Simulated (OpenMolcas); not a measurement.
**Energy and gradient calculation, with input and output: BSiH5F (charge −1) (part 2 of 2)**

Continued. System: BSiH5F, charge −1, SMILES F[BH2-][SiH3]. Method: PBE0/def2-SVP, RKS (OpenMolcas 26.06). The geometry comes from this level: GFN2-xTB.

Geometry of the input (Å):
```
F  -1.9375  0.4066  -0.6610
B  -0.4995  0.3330  -0.9014
Si 0.4548  -0.2744  0.7295
H  -0.1395  1.4543  -1.2470
H  -0.3353  -0.4420  -1.8394
H  0.3739  0.5385  1.9790
H  1.9424  -0.4030  0.6297
H  0.1407  -1.6130  1.3105
```

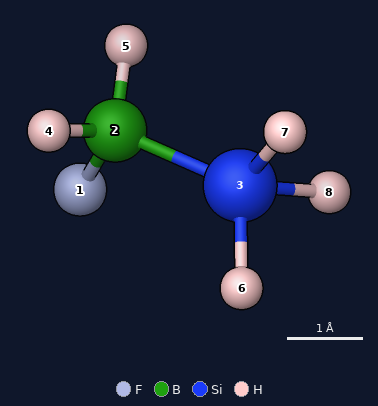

**Figure 1.** The structure as given in the input (ball-and-stick view, seen at a tilt; atoms are numbered from 1 in the order of the input).

What the program printed, continued
```
      Input vectors read from INPORB
      Orbital file label: *Guess orbitals

++ Convergence information
                                   PBE0       iterations: Energy and convergence statistics

Iter     Tot. PBE0       One-elec.       Two-elec.     Energy      Max Dij or  Max Fij      DNorm      TNorm      AccCon     Time
         Energy          Energy          Energy        Change      Delta Norm                                                in Sec.
   1  -412.558018387  -796.444880513   288.059765420   0.00E+00    1.07E-01*   9.29E-01*    9.66E+00   1.25E+02   None         2.
   2  -412.855542997  -799.376533334   290.693893631  -2.98E-01*   1.96E-01*   3.48E-01*    5.01E+01   1.25E+02   EDIIS        1.
   3  -415.082296479  -795.674806249   284.765413064  -2.23E+00*   2.53E-01*   3.41E-01*    1.82E+01   1.24E+02   EDIIS        1.
   4  -415.453211489  -808.646002596   297.365694401  -3.71E-01*   1.93E-01*   3.10E-01*    1.37E+01   1.26E+02   EDIIS        1.
   5  -416.721241577  -801.036847958   288.488509675  -1.27E+00*   1.90E-01*   1.24E-01*    6.23E+00   1.25E+02   EDIIS        1.
   6  -416.679129816  -805.812707270   293.306480748   4.21E-02*   2.42E-02*   6.66E-02*    2.05E+00   1.26E+02   EDIIS        1.
   7  -416.803841547  -803.322559317   290.691621065  -1.25E-01*   3.01E-02*   1.46E-02*    3.45E-01   1.25E+02   EDIIS        1.
   8  -416.803330149  -802.811079690   290.180652834   5.11E-04*   5.72E-03*   6.99E-03*    2.94E-01   1.25E+02   EDIIS        1.

       Fermi aufbau procedure completed!
      nOcc=   17

   9  -416.804803515  -803.112851305   290.480951084  -1.47E-03*   3.82E-03*   1.91E-03*    4.06E-02   1.25E+02   c2DIIS       1.
  10  -416.804808434  -803.120367022   290.488461882  -4.92E-06*   4.50E-03*   6.81E-04*    2.57E-02   1.25E+02   QNRc2DIIS    1.
  11  -416.804807887  -803.119317543   290.487412951   5.47E-07*   2.21E-03*   6.88E-04*    2.22E-02   1.25E+02   QNRc2DIIS    1.
  12  -416.804820841  -803.118190027   290.486272480  -1.30E-05*   2.51E-04*   1.30E-04*    1.05E-02   1.25E+02   QNRc2DIIS    1.
  13  -416.804821026  -803.120545924   290.488628192  -1.85E-07*   2.88E-05*   1.31E-05*    1.84E-03   1.25E+02   QNRc2DIIS    1.
  14  -416.804821028  -803.119807172   290.487889438  -2.30E-09*   3.03E-06    6.39E-07*    1.83E-04   1.25E+02   QNRc2DIIS    1.
  15  -416.804821028  -803.119846360   290.487928626  -8.64E-12    8.63E-07    2.51E-07*    1.71E-05   1.25E+02   QNRc2DIIS    1.
  16  -416.804821028  -803.119840420   290.487922686  -9.09E-13    2.27E-07    5.50E-08     4.20E-06   1.25E+02   QNRc2DIIS    1.

       Convergence after  16 Iterations
--

 *****************************************************************************************************************************
 *                                             SCF/KS-DFT Program, Final results                                             *
 *                                                       Final Results                                                       *
 *****************************************************************************************************************************

::    Total KS-DFT energy                            -416.8048210282
      One-electron energy                            -803.1198404195
      Two-electron energy                             290.4879226855
      Nuclear repulsion energy                         95.8270967058
      Kinetic energy (interpolated)                   415.2785210508
      Virial theorem                                    1.0036753646
      Total spin, S(S+1)                                0.0000000000
      Total spin, S                                     0.0000000000
      Max non-diagonal density matrix element           0.0000003288
      Max non-diagonal Fock matrix element              0.0000000176

      All orbitals with orbital energies smaller than  E(LUMO)+0.5 are printed

++    Molecular orbitals:
      -------------------

      Title: RKS-DFT orbitals

      Molecular orbitals for symmetry species 1: a

          Orbital            1         2         3         4         5         6         7         8         9        10
          Energy          -66.0157  -24.4923   -6.5630   -5.1128   -3.4505   -3.4503   -3.4470   -0.9161   -0.3676   -0.2980
          Occ. No.          2.0000    2.0000    2.0000    2.0000    2.0000    2.0000    2.0000    2.0000    2.0000    2.0000

          Orbital           11        12        13        14        15        16        17        18        19        20
          Energy           -0.2079   -0.2057   -0.1883   -0.1551   -0.1531   -0.0782   -0.0590    0.2313    0.2471    0.2885
          Occ. No.          2.0000    2.0000    2.0000    2.0000    2.0000    2.0000    2.0000    0.0000    0.0000    0.0000

          Orbital           21        22        23        24        25        26        27        28        29        30
          Energy            0.3075    0.3232    0.3655    0.3906    0.4461    0.4793    0.4815    0.5188    0.5341    0.5650
          Occ. No.          0.0000    0.0000    0.0000    0.0000    0.0000    0.0000    0.0000    0.0000    0.0000    0.0000

          Orbital           31        32        33        34
          Energy            0.6469    0.6896    0.6967    0.7011
          Occ. No.          0.0000    0.0000    0.0000    0.0000

--

++    Molecular charges:
      ------------------

      Mulliken charges per centre and basis function type
      ---------------------------------------------------

                F1      B2      SI3     H4      H5      H6      H7      H8
      1s       3.8927  2.8373  5.3184  1.1790  1.1791  1.1543  1.1620  1.1541
      2px      1.6334  0.4639  2.7648  0.0016  0.0012  0.0013  0.0064  0.0015
      2pz      1.9068  0.7450  2.9011  0.0030  0.0058  0.0053  0.0014  0.0023
      2py      1.9031  0.7622  2.7573  0.0068  0.0044  0.0027  0.0012  0.0055
      3d2+     0.0014  0.0277  0.0462  0.0000  0.0000  0.0000  0.0000  0.0000
      3d1+     0.0009  0.0218  0.0092  0.0000  0.0000  0.0000  0.0000  0.0000
      3d0      0.0005  0.0113  0.0331  0.0000  0.0000  0.0000  0.0000  0.0000
      3d1-     0.0000  0.0081  0.0483  0.0000  0.0000  0.0000  0.0000  0.0000
      3d2-     0.0008  0.0201  0.0059  0.0000  0.0000  0.0000  0.0000  0.0000
      Total    9.3396  4.8973 13.8843  1.1904  1.1905  1.1636  1.1710  1.1634

      N-E     -0.3396  0.1027  0.1157 -0.1904 -0.1905 -0.1636 -0.1710 -0.1634

      Total electronic charge=   34.000000

      Total            charge=   -1.000000
--

++    Molecular properties:
      ---------------------

      Charge (e):
                      =   -1.0000
      Dipole Moment (debye):
      Origin of the operator (angstrom)=   -0.4377    0.0515   -0.0195
                   X= -2.2945E-01               Y= -3.4063E-01               Z=  1.1710E+00           Total=  1.2409E+00
      Center of Charge (angstrom)
                     X=   -0.38994581               Y=    0.12238326               Z=   -0.26334153
      Quadrupole Moment (debye*angstrom):
      Origin of the operator (angstrom)=   -0.4377    0.0515   -0.0195
                  XX= -3.8521E+01              XY=  1.8008E+00              XZ= -3.9902E+00              YY= -3.4060E+01
                  YZ=  2.3300E+00              ZZ= -3.9299E+01
      In traceless form (debye*angstrom)
                  XX= -1.8417E+00              XY=  2.7012E+00              XZ= -5.9853E+00              YY=  4.8501E+00
                  YZ=  3.4950E+00              ZZ= -3.0085E+00
--

--- Stop Module: scf /rc=_RC_ALL_IS_WELL_ ---
--- Module scf spent 19 seconds ---

--- Start Module: alaska ---

                                              &ALASKA

                       available to each process: 1.9 GB of memory, 1 thread

                     Threshold for contributions to the gradient: 1.000E-07

                    ********************************************
                    * Symmetry Adapted Cartesian Displacements *
                    ********************************************

           Irreducible representation : a
           Basis function(s) of irrep: x, y, xy, Rz, z, xz, Ry, yz, Rx, I

 Basis Label        Type   Center Phase
   1   F1           x         1     1
   2   F1           y         1     1
   3   F1           z         1     1
   4   B2           x         2     1
   5   B2           y         2     1
   6   B2           z         2     1
   7   SI3          x         3     1
   8   SI3          y         3     1
   9   SI3          z         3     1
  10   H4           x         4     1
  11   H4           y         4     1
  12   H4           z         4     1
  13   H5           x         5     1
  14   H5           y         5     1
  15   H5           z         5     1
  16   H6           x         6     1
  17   H6           y         6     1
  18   H6           z         6     1
  19   H7           x         7     1
  20   H7           y         7     1
  21   H7           z         7     1
  22   H8           x         8     1
  23   H8           y         8     1
  24   H8           z         8     1

                     No automatic utilization of translational and rotational invariance of the energy is employed.

 DFT contribution computed for a moving grid.

 Conventional ERI gradients!

 **************************************************
 *              Molecular gradients               *
 **************************************************

  Irreducible representation: a
 ------------------------------------------------------------------------------------------
                              X                       Y                       Z
 ------------------------------------------------------------------------------------------
  F1               -3.27731554058808E-03    1.97439981152803E-03   -5.20623846335300E-03
  B2                3.34267456291242E-02   -7.57432120231316E-03    1.33503486528852E-02
  SI3              -7.33776761178362E-03    2.47101304016151E-03   -5.56385196428621E-03
  H4               -1.10475188616546E-02   -6.08612161894584E-03   -6.63699738451262E-04
  H5               -9.62899617019763E-03    7.25843051264929E-03    3.34691191660053E-03
  H6                2.82437634210997E-03   -7.93955752933773E-03   -7.12626203880307E-03
  H7               -9.61884579624916E-03   -2.10919408907828E-05    3.52509859188461E-03
  H8                4.65932200926750E-03    9.91724892714352E-03   -1.66230695649050E-03
 ------------------------------------------------------------------------------------------

--- Stop Module: alaska /rc=_RC_ALL_IS_WELL_ ---
--- Module alaska spent 5 seconds ---

.##################.
.# Happy landing! #.
.##################.

    Timing: Wall=26.91 User=23.37 System=3.51
```

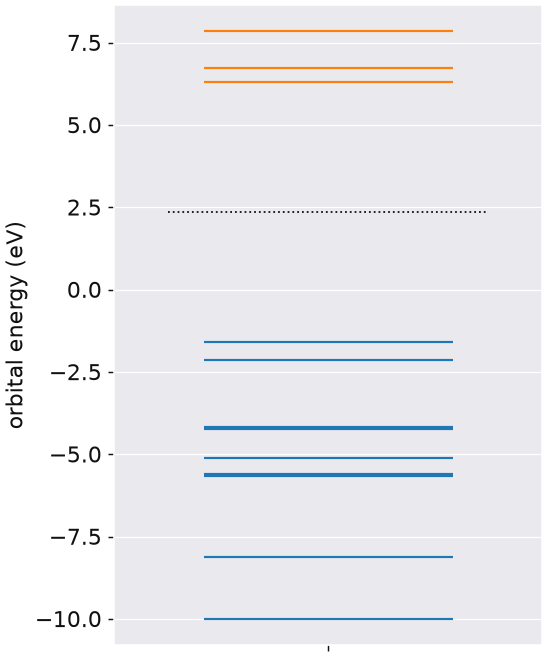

**Figure 2.** Orbital energies near the frontier; the dotted line parts filled from empty levels, and levels within 0.02 eV of each other stand side by side. Highest filled −1.61 eV, lowest empty 6.30 eV, 7.91 eV apart.

Key numbers

| quantity | value |
| --- | --- |
| outcome | converged |
| total energy | −416.804821 hartree |
| basis functions | 71 |
| largest force | 1.891 eV/Å |
| HOMO | −1.61 eV |
| LUMO | 6.30 eV |
| wall time | 27 s |
| peak memory | 0.42 GiB |
